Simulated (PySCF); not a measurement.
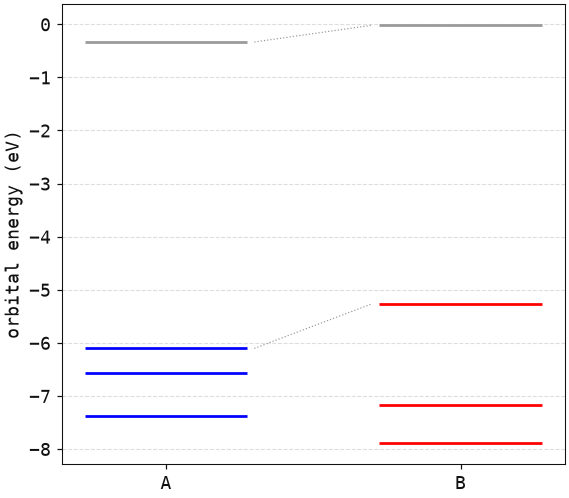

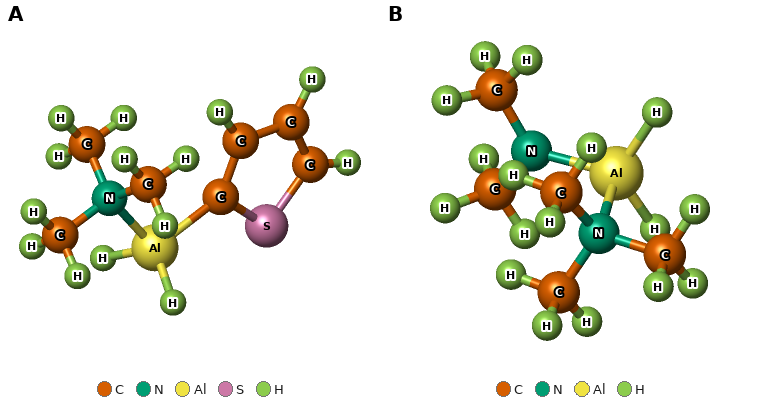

Related molecules: A is C₇H₁₄AlNS, SMILES C[N+](C)(C)[AlH2-][c]1cccs1, singlet; B is C₅H₁₇AlN₂, SMILES C[N](C)[AlH2-][N+](C)(C)C, singlet. Frontier orbital energies, B3LYP/def2-SVPD with PySCF 2.14.0, at a PBE0-D3(BJ)/def2-SVP geometry (no frequency check); drawn are at most three filled levels and, in grey, the LUMO with any level within 0.03 eV of it; dotted lines join the HOMOs and the LUMOs.

What does the change do to the frontier levels?

From A to B the HOMO rises by 0.84 eV and the LUMO rises by 0.32 eV, so the separation goes from 5.77 to 5.25 eV.

Does the ΔSCF ionisation energy follow the HOMO?

A: −ε(HOMO) 6.11, ΔSCF 7.95 eV; B: −ε(HOMO) 5.26, ΔSCF 7.33 eV.

Limits of at least one run: one conformer of a flexible molecule.
